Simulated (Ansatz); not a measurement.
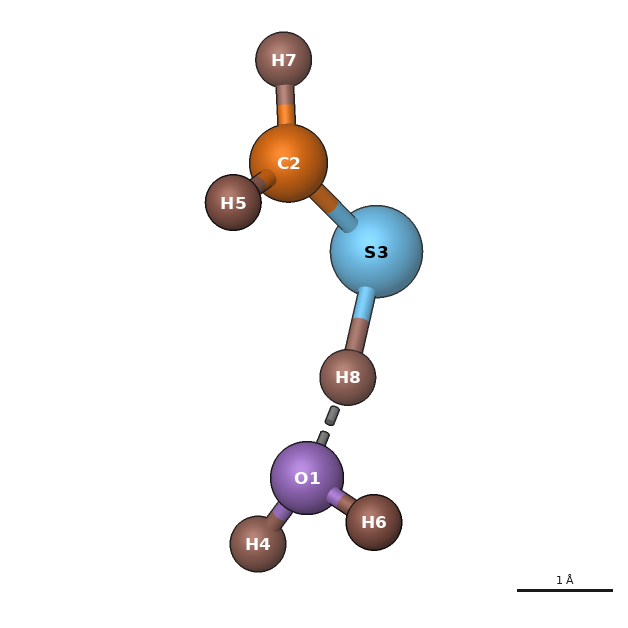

Broken lines mark hydrogen bonds. Charge +1, singlet. Computed geometry: PBE-D4/def2-SVP optimisation. No frequency run is at hand to confirm it as a minimum.

Give donor, acceptor, H···A distance and D–H···A angle of each hydrogen bond.

```csv
D–H···A,D–H (Å),H···A (Å),angle (°),kind
S3–H8···O1,1.53,1.40,169,intermolecular
```
